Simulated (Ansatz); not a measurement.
**Errors in the atomisation enthalpy at 298 K**

10 molecules holding an element from Na to Cl; the atomisation enthalpy at 298 K in kJ/mol, computed less measured. Shapes, held fixed at every level: PBE0-D4/def2-TZVP. Flexible molecules stand in one conformer, not always the lowest. Thermal terms are harmonic and unscaled (PBE0-D4/def2-TZVP); the spin-orbit lowering of the free atoms is taken from their spectra. Programs: Ansatz 0.2.0. Measured values: Active Thermochemical Tables, CRC Handbook of Chemistry and Physics, NIST-JANAF tables.

Levels: A = HF/def2-SVP; B = PBE0-D4/def2-TZVPP; C = wB97X-V/def2-TZVPP; D = MP2/def2-TZVPP.

```tsv
molecule	from tabulated heats	A	B	C	D
BClF2 (SMILES FB(F)Cl)	1736	-390	+6	-2	+55
CH2ClF (chlorofluoromethane)	1617	-495	+7	+2	-2
CHCl2F (SMILES FC(Cl)Cl)	1541	-549	+19	+4	+15
SiH4 (silane)	1288	-289	-25	+19	-47
B(BCl2)Cl2	2115	-477	+52	+4	+46
SF6 (sulfur hexafluoride)	1974	-1212	-27	-1	+73
C3H8S2 (1,3-propanedithiol)	4478	-1232	+29	+17	-73
Si(CH3)3Cl	5037	-1210	+6	+6	-80
C4H8Cl2 (1,4-dichlorobutane)	5037	-1299	+43	+3	-52
C4H9ClO (2-chloroethyl ethyl ether)	5501	-1492	-2	-28	-91
```

Problem. Sum up the errors.

Solution. 
| level | kind | mean error | mean absolute error | worst case |
| --- | --- | --- | --- | --- |
| HF/def2-SVP | Hartree–Fock | -864.5 | 864.5 | C4H9ClO |
| PBE0-D4/def2-TZVPP | global hybrid | +10.8 | 21.6 | B(BCl2)Cl2 |
| wB97X-V/def2-TZVPP | range-separated hybrid | +2.4 | 8.6 | C4H9ClO |
| MP2/def2-TZVPP | perturbation theory | -15.6 | 53.4 | C4H9ClO |

On this set wB97X-V/def2-TZVPP has the smallest mean absolute error and HF/def2-SVP the largest. HF/def2-SVP is too low in 10 of 10; PBE0-D4/def2-TZVPP is too high in 7 of 10; wB97X-V/def2-TZVPP is too high in 7 of 10. The heats of Si(CH3)3Cl, C4H8Cl2 come from older tables and can be uncertain by 10 kJ/mol or more. The tabulated values of BClF2, B(BCl2)Cl2, C4H9ClO are in doubt (older tables, estimates, or at odds with other calculations) and kept here. Over the 7 molecules whose values aren't doubted the mean absolute errors are A 898.0; B 22.3; C 7.4; D 48.9. For HF/def2-SVP the error grows with the size of the molecule. Hartree–Fock lacks correlation and underbinds. Correlated wave functions converge slowly with the basis. The set is small.

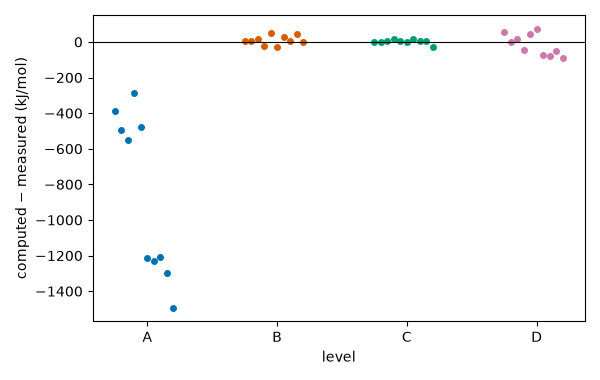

Errors of each level, one point a molecule.
